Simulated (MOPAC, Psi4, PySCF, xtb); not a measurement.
Approach curve of the dimer H4OSi ··· O2S (SMILES O[SiH3] and O=S=O), singlet. Monomers: optimised at B3LYP-D3(BJ) (def2-TZVP), held rigid. Orientation: a higher rigid-body minimum at GFN2-xTB. The monomers approach along the line of their centres of mass (distance R); nothing else relaxes.

Geometry at R = 3.21 Å (first 6 atoms: monomer A):
```
9

Si    -0.3992    -0.0145     0.0183
O      1.1399     0.5796    -0.0769
H     -0.6089    -0.7929     1.2644
H     -0.7173    -0.8961    -1.1325
H     -1.2875     1.1640     0.0078
H      1.8729    -0.0401    -0.0811
O      3.4953     0.8323     1.2115
S      2.4529     1.7989     1.4321
O      1.6177     1.6662     2.5959
```

- RHF/STO-3G = PySCF with restricted Hartree-Fock/STO-3G, no counterpoise correction
- SAPT0/jun-cc-pVDZ, frozen core (Psi4)
- PM6, restricted, heats of formation (MOPAC)
- PBE/def2-TZVP, counterpoise-corrected (Psi4)
- GFN1-xTB (xtb)

Interaction energies in kJ/mol (negative: bound); R is the distance of the centres of mass, d the H6···O7 distance.

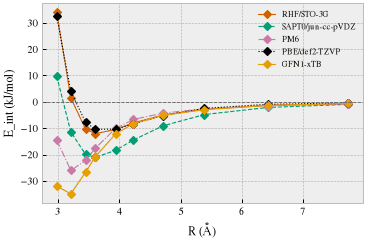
Interaction energy against separation.

```tsv
R / Å	d / Å	RHF/STO-3G	SAPT0/jun-cc-pVDZ	PM6	PBE/def2-TZVP	GFN1-xTB
2.98	2.02	34.01	9.74	-14.44	32.41	-32.00
3.21	2.25	1.47	-11.41	-26.05	3.99	-34.92
3.45	2.49	-10.32	-19.97	-22.26	-7.76	-26.74
3.61	2.65	-12.09	-21.11	-17.64	-10.40	-20.83
3.94	2.98	-10.49	-18.41	-10.08	-10.38	-12.21
4.23	3.27	-8.01	-14.51	-6.71	-8.41	-8.28
4.71	3.75	-5.02	-9.14	-4.31	-5.22	-5.15
5.39	4.43	-2.79	-4.83	-2.64	-2.48	-2.97
6.42	5.46	-1.35	-2.14	-1.45	-0.94	-1.38
7.74	6.78	-0.64	-0.95	-0.80	-0.40	-0.62
```

Lowest grid point: RHF/STO-3G -12.09 kJ/mol at R = 3.61 Å; SAPT0/jun-cc-pVDZ -21.11 kJ/mol at R = 3.61 Å; PM6 -26.05 kJ/mol at R = 3.21 Å; PBE/def2-TZVP -10.40 kJ/mol at R = 3.61 Å; GFN1-xTB -34.92 kJ/mol at R = 3.21 Å.
